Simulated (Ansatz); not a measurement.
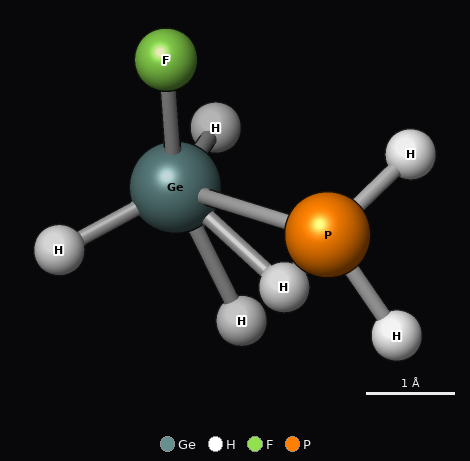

Fig. 1: The input geometry (ball-and-stick view, seen at a tilt). Sticks mark near contacts.

# Run report: GePH$_{6}$F, frequency calculation

GePH$_{6}$F, computed with RKS B3LYP-D4/def2-SVP (Ansatz 0.2.0).

It belongs to a series of runs on one base structure; here: vibrations at the highest image of the band.

**Output**
```
Engine: ansatz 0.2.0, aarch64-unknown-linux-gnu
Functional definition: B3LYP
  parameter a0 = 0.2
  parameter ax = 0.72
  parameter ac = 0.81
  exchange = (1 - a0 - ax)*slater_x + ax*b88_x + a0*exact_x
  correlation = (1 - ac)*vwn_rpa_c + ac*lyp_c
986 factors; integrals over basis functions are off by at most 4.4e-4 eV
mean field evaluation 1: about -68606.3985 eV, gradient 3.9e1 eV
mean field evaluation 2: about -68599.1676 eV, gradient 7.9e1 eV
mean field evaluation 4: about -68608.6647 eV, gradient 2.7e0 eV
mean field evaluation 8: about -68608.6848 eV, gradient 3.9e-2 eV
mean field -68608.68484426 eV, -2521.3226633895 hartree, gradient 2.3e-5 eV, S^2 0.000000; 0 other end points of the search recorded, 0 dependent functions left out
the calculation of the forces begins
reference -68608.68508762 eV, -2521.3226723331 hartree; 31, 31 occupied and 63, 63 virtual orbitals, 986 factors
these checks for a lower state are left out or cut short: stability, starts, cluster_reference, orbital_swaps, neighbouring_geometries, increment
986 factors; integrals over basis functions are off by at most 4.4e-4 eV
mean field evaluation 16: about -68608.6749 eV, gradient 1.7e-1 eV
mean field -68608.68482550 eV, -2521.3226627003 hartree, gradient 1.4e-6 eV, S^2 0.000000; 0 other end points of the search recorded, 0 dependent functions left out
[... from here on the field's lines of each further geometry are left out, up to the last ...]
the calculation of the forces begins
reference -68608.68510194 eV, -2521.3226728594 hartree; 31, 31 occupied and 63, 63 virtual orbitals, 986 factors
these checks for a lower state are left out or cut short: stability, starts, cluster_reference, orbital_swaps, neighbouring_geometries, increment
986 factors; integrals over basis functions are off by at most 4.4e-4 eV
mean field -68608.68479769 eV, -2521.3226616783 hartree, gradient 1.3e-6 eV, S^2 0.000000; 0 other end points of the search recorded, 0 dependent functions left out
the calculation of the forces begins
reference -68608.68504107 eV, -2521.3226706222 hartree; 31, 31 occupied and 63, 63 virtual orbitals, 986 factors
WARN: phonons: modes at or below zero, which the zero-point energy, F, S and C_V leave out: 1, the lowest at -1437.84 cm⁻¹. A minimum has none, and a first-order saddle one
Total energy: -68608.96328871 eV, -2521.3328960347 hartree
Atom 0 at    -0.116231    -0.011313    -0.037875 Å, force    -0.003798     0.036702    -0.017302 eV/Å
Atom 1 at    -0.110193    -1.380289     1.106769 Å, force    -0.001105    -0.005078     0.001968 eV/Å
Atom 2 at     0.985124     0.656421     0.790787 Å, force    -0.004790    -0.002437     0.001023 eV/Å
Atom 3 at    -0.812255     1.453190    -0.782065 Å, force     0.010413    -0.017465     0.002816 eV/Å
Atom 4 at     0.033635    -0.957177    -1.226319 Å, force     0.000230    -0.001741    -0.001193 eV/Å
Atom 5 at    -2.721973    -0.051405     0.779399 Å, force     0.004063    -0.005191    -0.009723 eV/Å
Atom 6 at    -2.848329    -1.036644     1.818469 Å, force     0.001950    -0.003180     0.001520 eV/Å
Atom 7 at    -2.441954     0.993982     1.711607 Å, force     0.004392     0.006131     0.007848 eV/Å
Atom 8 at    -1.138523    -0.843464     1.086925 Å, force    -0.011355    -0.007740     0.013043 eV/Å
Dipole moment:     0.233791    -0.314133     0.264395 e Å
Vibrations: -1437.84 149.86 172.80 191.25 270.77 528.26 575.01 624.64 634.35 728.28 803.96 905.68 1072.10 1082.32 1100.14 1452.84 1582.34 2166.25 2214.11 2328.68 2391.83 cm⁻¹, zero-point energy 1.300313 eV
```

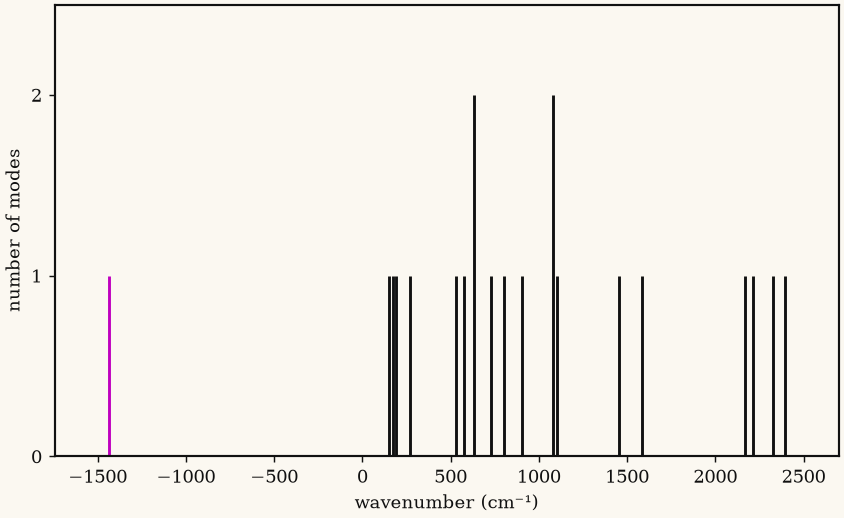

Fig. 2: Harmonic vibrational wavenumbers from the force constants; neighbouring modes closer than 17 cm⁻¹ are counted in one stick, and imaginary ones are drawn at negative wavenumbers. 21 modes from 1438i to 2392 cm⁻¹, 1 imaginary beyond 8i (1438i cm⁻¹): a first-order saddle point, if the geometry is stationary.

The run was set up as follows.

**Input**
```yaml
crystal:
  periodic: [false, false, false]
  atoms:
    - { symbol: Ge, position_ang: [-0.116231, -0.011313, -0.037875] }
    - { symbol: H, position_ang: [-0.110193, -1.380289, 1.106769] }
    - { symbol: H, position_ang: [0.985124, 0.656421, 0.790787] }
    - { symbol: F, position_ang: [-0.812255, 1.45319, -0.782065] }
    - { symbol: H, position_ang: [0.033635, -0.957177, -1.226319] }
    - { symbol: P, position_ang: [-2.721973, -0.051405, 0.779399] }
    - { symbol: H, position_ang: [-2.848329, -1.036644, 1.818469] }
    - { symbol: H, position_ang: [-2.441954, 0.993982, 1.711607] }
    - { symbol: H, position_ang: [-1.138523, -0.843464, 1.086925] }
basis:
  gaussian: { orbitals: def2-SVP }
hamiltonian:
  xc: b3lyp
  dispersion: d4
phonons: {}
```

Command:
```bash
ansatz run input.yaml --threads 2 --pin off --max-ram 3072MiB --backend cpu --events-out ev --progress --plain --runs-dir out
```

**Key numbers**

| quantity | value |
| --- | --- |
| outcome | converged |
| total energy | −68608.9633 eV |
| mean-field energy | −68608.6851 eV |
| largest force (length of the vector) | 0.041 eV/Å |
| hardware | 2 threads of Arm Neoverse V1, 24 GiB of memory available, shared host |
| wall time | 80 s (CPU time 2.5 min) |
| peak memory | 0.18 GiB |
